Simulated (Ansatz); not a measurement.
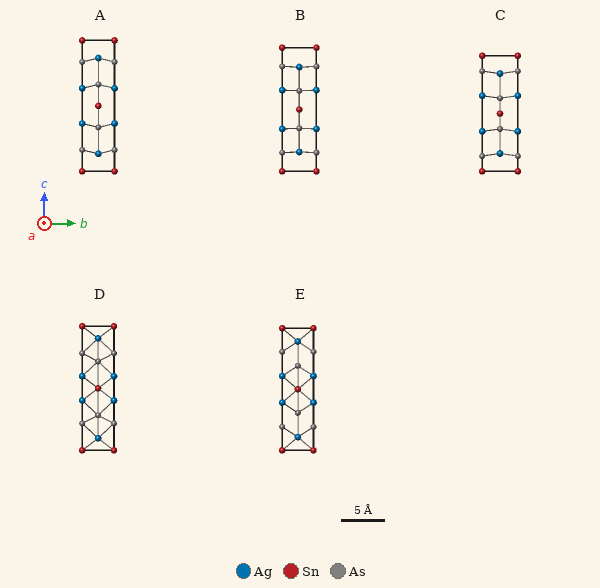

5 geometries from one relaxation of a crystal of Ag$_{2}$SnAs$_{2}$ (built on the K2NiO2-139 type type), in shuffled order. The picture is a ball-and-stick view of the conventional cell (2 times the calculation's cell), seen along the a axis. Lengths and directions refer to the drawn axes.

Level of theory: DFT, PBEsol, plane waves, PAW in Ansatz. Set-up: plane-wave cutoff 420 eV; k-point mesh 8 × 8 × 8; occupations fermi dirac; smearing width 0.03 eV; no spin polarisation; cell and atoms relaxed; force threshold 0.01 eV/Å; at most 120 steps.

### Order the frames from highest to lowest energy.

C, B, A, E, D. They are steps 0, 2, 4, 6, 18, at +15.247 eV per cell of the calculation, +2.783 eV per cell of the calculation, +0.812 eV per cell of the calculation, +0.297 eV per cell of the calculation relative to the last. The energy falls by 15.247 eV per cell of the calculation in 15 accepted moves (18 points after the start). The largest force component goes from 32 to 0.0017 eV/Å. The pressure goes from 47.64 to 0.01 GPa. The line search rejected the trial step at point 8 of the run. The SCF was repeated twice at an unchanged geometry on a basis and grid sized afresh for the cell, which shifted the energy by 2.2 meV per cell of the calculation at most. The largest moves relative to the cell, 1.22 Å, are those of As atoms. By element the largest moves are As 1.22 Å, Ag 0.82 Å. Sn stays in place. Cell: a = b 4.161 → 3.711 Å (−10.8 %), c 13.512 → 14.499 Å (+7.3 %). Volume −14.7 %. Some distances before and after: As–As 4.325 → 2.793 Å, As–Sn 1.793 → 3.147 Å, Ag–Ag 4.173 → 2.833 Å, Ag–Sn 3.607 → 2.982 Å. New bonds form, among them: Ag–Ag (4.17 → 2.83 Å). Among the angles between lasting bonds that change: As–Ag–As 168.6° → 113.2°, Ag–As–Ag 168.6° → 113.2°, As–Ag–As 95.7° → 56.6°. The space group stays I4/mmm (No. 139). Cost: 3.3 min on 2 threads of Arm Neoverse V2, on a shared host, peak memory 0.58 GiB.
